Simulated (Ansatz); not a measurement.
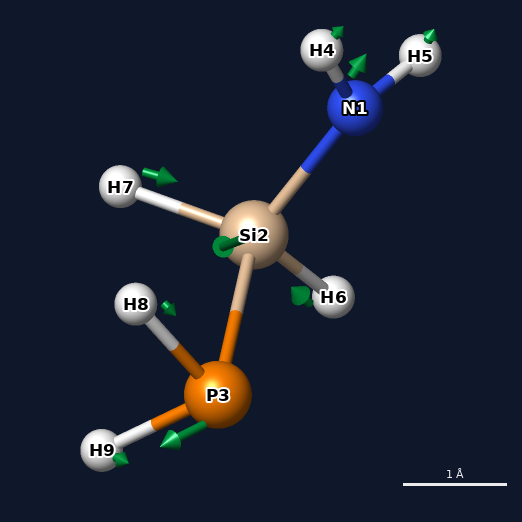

Arrows show the forces on the atoms, 4 Å of arrow for 1 eV/Å; forces under a tenth of the largest aren't drawn. Level of theory: B3LYP-D4/def2-TZVPP (Ansatz 0.2.0).

On which atom is the force largest, and how large is it?

On Si2: 0.25 eV/Å.

List the force components in the frame of the picture (x right, y up, z towards the viewer), in eV/Å.

```json
{"atom": "N1", "Fx": "0.04", "Fy": "0.06", "Fz": "0.01"}
{"atom": "Si2", "Fx": "−0.07", "Fy": "−0.03", "Fz": "−0.24"}
{"atom": "P3", "Fx": "−0.11", "Fy": "−0.05", "Fz": "0.08"}
{"atom": "H4", "Fx": "0.02", "Fy": "0.03", "Fz": "0.01"}
{"atom": "H5", "Fx": "0.02", "Fy": "0.03", "Fz": "0.02"}
{"atom": "H6", "Fx": "−0.05", "Fy": "0.04", "Fz": "0.06"}
{"atom": "H7", "Fx": "0.08", "Fy": "−0.02", "Fz": "0.03"}
{"atom": "H8", "Fx": "0.03", "Fy": "−0.03", "Fz": "0.01"}
{"atom": "H9", "Fx": "0.03", "Fy": "−0.02", "Fz": "0.03"}
```
